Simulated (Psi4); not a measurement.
# SnH3O2 (SMILES [OH][SnH][OH]): UBHLYP/def2-SVPD (core potential)

What is the vertical electron affinity of SnH3O2 at UBHLYP/def2-SVPD (core potential)? 

Program for the calculation: Psi4 1.11.

5 further runs of the same task are left out: 3 that didn't finish, 2 set aside as unsound or not needed.

### 1 The molecule

SnH3O2: 6 atoms, total charge 0, spin state doublet. As SMILES, `[OH][SnH][OH]`. The coordinates come from a PBE0-D4/def2-TZVP relaxation. This is one conformer, not always the lowest.

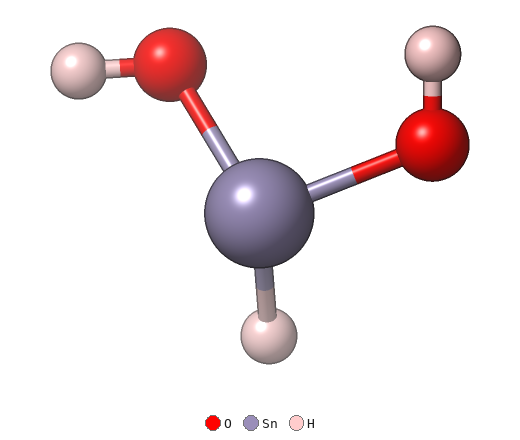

Viewed from a chosen angle; oxygen red, tin purple, hydrogen pink.

### 2 Energy and forces at UBHLYP/def2-SVPD (core potential)

Input file job.dat:

```
memory 2200 MB

molecule {
  0 2
  O     -1.248300    -0.684700    -0.233400
  Sn     0.417000     0.302500    -0.639600
  O      1.413900    -0.038300     1.016700
  H     -1.852000    -0.783400    -0.973600
  H      0.128600     2.026100    -0.624300
  H      1.182700    -0.886000     1.408100
  symmetry c1
}

set {
  reference uks
  puream true
  e_convergence 1e-09
  d_convergence 1e-08
  scf_type pk
  dft_radial_points 99
  dft_spherical_points 590
  maxiter 100
}

e, wfn = gradient("bhhlyp/def2-SVPD", return_wfn=True)
oeprop(wfn, "QUADRUPOLE", "WIBERG_LOWDIN_INDICES", "MAYER_INDICES")
```

Run with:

```
$ psi4 -i job.dat -o job.out -n 1
```

job.out:

```text
[...]
    !!!  WARNING: ECP capability is in beta. Please check occupations closely.  !!!
[...]
  Running in c1 symmetry.
[...]
  Nuclear repulsion =  136.297544318308439
[...]
  Multiplicity = 2
[...]
  Nalpha       = 21
  Nbeta        = 20
[...]
    Number of basis functions: 102
[...]
   @UKS iter   1:  -365.88767648327638   -1.37354e+00   9.54013e-03 DIIS/ADIIS
[...]
   @UKS iter  14:  -366.28536437922463   -7.27596e-12   6.88527e-09 DIIS
[...]
   @S^2 Observed:                7.590052979E-01
[...]
    Orbital Energies [Eh]
    ---------------------
    Alpha Occupied:
       1A    -19.688788     2A    -19.683353     3A     -5.424186
       4A     -3.709489     5A     -3.707106     6A     -3.705149
       7A     -1.195836     8A     -1.183485     9A     -1.171132
      10A     -1.169203    11A     -1.168113    12A     -1.090094
      13A     -1.064878    14A     -0.614038    15A     -0.550129
      16A     -0.491930    17A     -0.435445    18A     -0.418794
      19A     -0.396110    20A     -0.391144    21A     -0.278129
    Alpha Virtual:
      22A      0.002424    23A      0.017813    24A      0.033682
      25A      0.061546    26A      0.088425    27A      0.104779
[...]
  @UKS Final Energy:  -366.28536437922463
   => Energetics <=
    Nuclear Repulsion Energy =            136.2975443183084394
    One-Electron Energy =                -857.0531404325984113
    Two-Electron Energy =                 373.3905800300593683
    DFT Exchange-Correlation Energy =     -18.9203482949939499
    Empirical Dispersion Energy =           0.0000000000000000
    VV10 Nonlocal Energy =                  0.0000000000000000
    Total Energy =                       -366.2853643792246316
[...]
  -Total Gradient:
     Atom            X                  Y                   Z
    ------   -----------------  -----------------  -----------------
       1        0.010727011625     0.003932379011     0.006634214305
       2       -0.003546458906    -0.009182215314     0.008992362914
       3       -0.001149934093     0.010211654288    -0.009363852490
       4       -0.002670694918     0.000671243967    -0.007296574368
       5       -0.000017599084     0.001074796973     0.000418837046
       6       -0.003366256767    -0.006698222123     0.000584547014
[...]
 Multipole Moments:
 ------------------------------------------------------------------------------------
     Multipole            Electronic (a.u.)      Nuclear  (a.u.)        Total (a.u.)
 ------------------------------------------------------------------------------------
 L = 1.  Multiply by 2.5417464519 to convert [e a0] to [Debye]
 Dipole X            :          7.0531483           -7.2405098           -0.1873615
 Dipole Y            :         10.1399219          -10.2161760           -0.0762540
 Dipole Z            :        -18.1492828           17.0770848           -1.0721979
 Magnitude           :                                                    1.0911129
 L = 2.  Multiply by 1.3450342976 to convert [e a0^2] to [Debye ang]
 Quadrupole XX       :       -153.9858557          125.2341746          -28.7516811
 Quadrupole XY       :        -36.8192175           35.8898280           -0.9293895
[...]
```

Run time: 37 s. Hardware: 1 thread of AMD EPYC 7R43 (Zen 3), shared host; peak memory 0.86 GiB.

### 3 The singlet anion, same level

Input file input.in:

```
memory 2200 MB

molecule geom {
  -1 1
  O
  Sn 1 1.978076
  O 2 1.962978 1 99.6503
  H 1 0.960256 2 114.97879 3 -170.37312
  H 2 1.747629 3 104.33832 1 114.29614
  H 3 0.961895 2 111.97919 5 144.70045
  symmetry c1
  no_reorient
  no_com
}

set basis def2-SVPD
set puream true
set e_convergence 1e-09
set d_convergence 1e-08
set scf_type pk
set dft_radial_points 99
set dft_spherical_points 590

result, w = gradient('bhhlyp', return_wfn=True)
oeprop(w, 'MULLIKEN_CHARGES', 'MAYER_INDICES', 'QUADRUPOLE')
```

Run with:

```
$ psi4 -n 1 input.in input.out
```

input.out (excerpt; [...] marks lines left out):

```text
[...]
  Running in c1 symmetry.
[...]
  Nuclear repulsion =  136.297566665365679
[...]
  Multiplicity = 1
[...]
  Nalpha       = 21
  Nbeta        = 21
[...]
    Number of basis functions: 102
[...]
   @RKS iter   1:  -365.81822544336450   -1.27376e+00   1.04178e-02 ADIIS/DIIS
[...]
   @RKS iter  12:  -366.34407328745272   -1.75646e-11   5.89823e-09 DIIS
[...]
  @RKS Final Energy:  -366.34407328745272
   => Energetics <=
    Nuclear Repulsion Energy =            136.2975666653656788
    One-Electron Energy =                -866.3613106020375199
    Two-Electron Energy =                 382.7790018959305485
    DFT Exchange-Correlation Energy =     -19.0593312467114409
    Empirical Dispersion Energy =           0.0000000000000000
    VV10 Nonlocal Energy =                  0.0000000000000000
    Total Energy =                       -366.3440732874527157
[...]
  -Total Gradient:
     Atom            X                  Y                   Z
    ------   -----------------  -----------------  -----------------
       1        0.012234322635    -0.000850647550     0.047622516604
       2       -0.047084160452    -0.057368116124    -0.044880193148
       3        0.005816761995     0.047668027025     0.007569278931
       4        0.000334755628     0.009444730231    -0.006501361337
       5        0.023758783696     0.005966126877     0.003824490426
       6        0.004933354940    -0.004823426723    -0.007644894541
[...]
 Multipole Moments:
 ------------------------------------------------------------------------------------
     Multipole            Electronic (a.u.)      Nuclear  (a.u.)        Total (a.u.)
 ------------------------------------------------------------------------------------
 L = 1.  Multiply by 2.5417464519 to convert [e a0] to [Debye]
 Dipole X            :          1.4403648           -1.3111693            0.1291955
 Dipole Y            :         15.5196641          -15.1849531            0.3347110
 Dipole Z            :         14.3365310          -14.7010167           -0.3644856
 Magnitude           :                                                    0.5114418
 L = 2.  Multiply by 1.3450342976 to convert [e a0^2] to [Debye ang]
 Quadrupole XX       :        -44.8659305            9.2720288          -35.5939018
 Quadrupole XY       :          5.6920807           -7.3228187           -1.6307380
[...]
  Mulliken Charges: (a.u.)
   Center  Symbol    Alpha    Beta     Spin     Total
[...]
```

Wall time 23 s (1 thread of AMD EPYC 7R43 (Zen 3), shared host); peak memory 0.85 GiB.

### 4 Results

Level: UBHLYP/def2-SVPD (core potential).

| quantity | value |
| --- | --- |
| doublet SnH3O2: total energy | -366.28536 Eh |
| doublet SnH3O2: dipole moment | 2.77 D |
| doublet SnH3O2: HOMO energy (highest over α and β) | -7.57 eV |
| doublet SnH3O2: LUMO energy (lowest over α and β) | -2.80 eV |
| doublet SnH3O2: ⟨S²⟩ | 0.759 |
| doublet SnH3O2: largest force on an atom | 0.715 eV/Å |
| singlet anion: total energy | -366.34407 Eh |
| singlet anion: HOMO energy | -0.47 eV |
| singlet anion: LUMO energy | 4.61 eV |
| singlet anion: HOMO–LUMO gap (to an unbound level, set by the basis) | 5.08 eV |
| singlet anion: largest force on an atom | 4.460 eV/Å |
| vertical electron affinity (to the singlet anion) | 1.598 eV |

At fixed nuclei the extra electron is bound by 1.60 eV (154 kJ/mol). The largest force (doublet SnH3O2) is 0.71 eV/Å: the shape isn't a stationary point for this species at this level.
